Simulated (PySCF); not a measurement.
System: C5H9AlO.

Input

```
{"job": {"kind": "nmr", "xc": "PBE0", "basis": "pcSseg-1"}, "charge": 0, "multiplicity": 1}
C     -2.192239     0.543469    -2.603415
C     -1.751217     0.666347    -1.492820
C     -1.162772     0.765525    -0.178960
C     -1.866017    -0.146730     0.840653
Al     0.759769     0.303477    -0.659520
O      1.988664     0.129295     0.422683
C      3.069065    -0.027896     1.299557
H     -2.633184     0.460302    -3.551977
H     -1.273549     1.806669     0.162885
H     -2.886138     0.193092     1.025960
H     -1.324032    -0.142061     1.786215
H     -1.908138    -1.171861     0.475835
H      1.102006     0.103936    -2.136631
H      3.449842     0.951320     1.598872
H      2.750738    -0.573467     2.190555
H      3.869602    -0.584989     0.808697
```

Run with:

```sh
OMP_NUM_THREADS=1 python probes_run.py task.json out
```

Geometry: GFN2-xTB.

Method: PBE0/pcSseg-1, SCF density, gas phase, non-relativistic (PySCF).

What can the converged electron density and electron localisation function tell about the bonding?

Answer. C–C (1.20 Å): ρ at the midpoint is about 2.7 e/Å³; the ELF peaks at about 0.85 between the atoms; a short, multiple covalent bond.
C–O (1.40 Å): ρ is about 2 e/Å³ halfway, with its minimum of 1.7 e/Å³ about 0.5 Å from C; the ELF peaks at about 0.90 between the atoms (a polar covalent bond).
Al–O (1.65 Å): the density is about 0.86 e/Å³ at the midpoint; the ELF peaks at about 0.80 in the valence shell of O, 0.6 Å from its nucleus, and is about 0.30 at the midpoint.
C–Al (2.03 Å): ρ is about 0.64 e/Å³ halfway; the ELF peaks at about 0.95 between the atoms; a shared but strongly polarised pair.

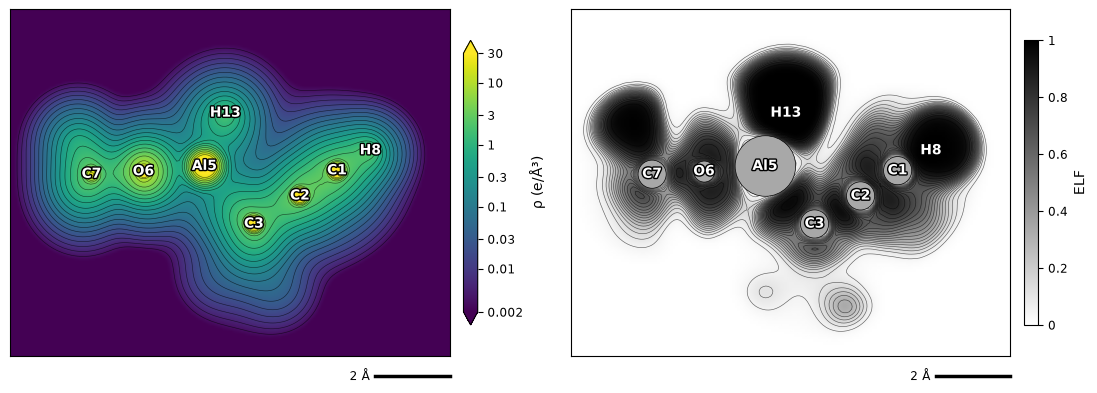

Computed electron density and electron localisation function on the plane of atoms C2, C3 and Al5, in this order. Grey discs cover the atomic cores in the ELF map. 
